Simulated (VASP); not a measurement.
Band structure of Tl (hcp). Level of theory: LDA (Ceperley-Alder, Perdew-Zunger) with spin-orbit coupling, VASP's LDA PAW potentials (set 64) (plane waves; VASP 6.6.1).

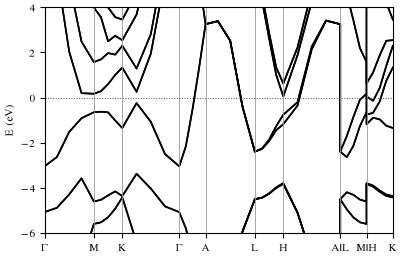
Fig. 1. Bands along high-symmetry lines, zero at the valence-band maximum or, without a gap, the Fermi level

Read the plot: is there a gap, and where are the band edges?

It has no gap at this level: it comes out as a metal or semimetal.

The compound is Tl in the hcp structure. It was relaxed first.
